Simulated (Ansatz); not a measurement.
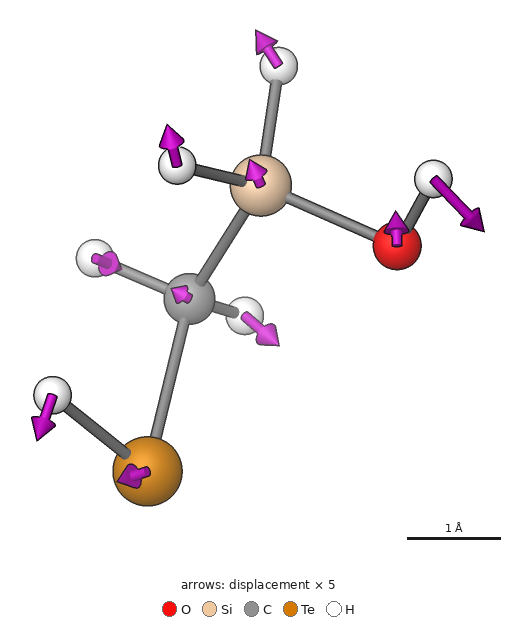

A relaxation of CH$_{6}$OSiTe (coarse preliminary run). The starting structure is drawn; purple arrows show the displacements, 5 times their true length. The two geometries are superimposed by the best rigid fit.

A ball-and-stick model, seen from a free direction.

The start comes from a force field.

All numbers below come from RKS PBE-D4/def2-SVP (Ansatz 0.2.0).

Input file:
```yaml
crystal:
  periodic: [false, false, false]
  atoms:
    - {symbol: O, position_ang: [-1.664800, 0.192900, -0.985800]}
    - {symbol: Si, position_ang: [-0.509700, 0.691900, 0.132400]}
    - {symbol: C, position_ang: [0.362900, -0.824300, 0.721200]}
    - {symbol: Te, position_ang: [1.440700, -1.780300, -0.917200]}
    - {symbol: H, position_ang: [-2.121400, 1.085700, -1.300400]}
    - {symbol: H, position_ang: [-1.137100, 1.385500, 1.275900]}
    - {symbol: H, position_ang: [0.476800, 1.612000, -0.504300]}
    - {symbol: H, position_ang: [-0.291800, -1.508400, 1.191100]}
    - {symbol: H, position_ang: [1.158800, -0.513500, 1.530200]}
    - {symbol: H, position_ang: [2.368700, -0.392700, -1.140200]}
basis:
  gaussian: {orbitals: def2-SVP}
hamiltonian: {xc: pbe, dispersion: d4}
relax: {f_tol: 0.03, max_steps: 200}
```

Run as
```bash
ansatz run in.yaml --threads 4 --pin off --events-out ev --progress --plain --max-ram 10444MiB
```

Q: Atoms of which element are displaced furthest, and by how much?

A: Hydrogen: up to 0.17 Å, against 0.09 Å for tellurium.

Q: What did the optimiser do to the structure, and how much energy did it gain?

A: H5 moves most after the best rigid fit: 0.17 Å. Largest moves by element: H 0.17 Å, Te 0.09 Å, O 0.08 Å, Si 0.07 Å, C 0.05 Å. Near-neighbour distances that change, for instance: O1–H5 1.051 → 0.971 Å, C3–H9 1.177 → 1.107 Å, C3–H8 1.057 → 1.109 Å, Si2–H6 1.477 → 1.513 Å. Bond angles that change, for instance: Si2–O1–H5 104.2° → 115.7°, Te4–C3–H8 110.9° → 104.4°, Si2–C3–H9 108.8° → 112.2°. Over 5 accepted moves (6 points after the start) the energy falls by 7.46 kcal/mol. The largest force component goes from 2.7 to 0.029 eV/Å. The line search rejected the trial step at point 2 of the run. The run took 8 s on 4 threads of Arm Neoverse V2, with other jobs on the host.
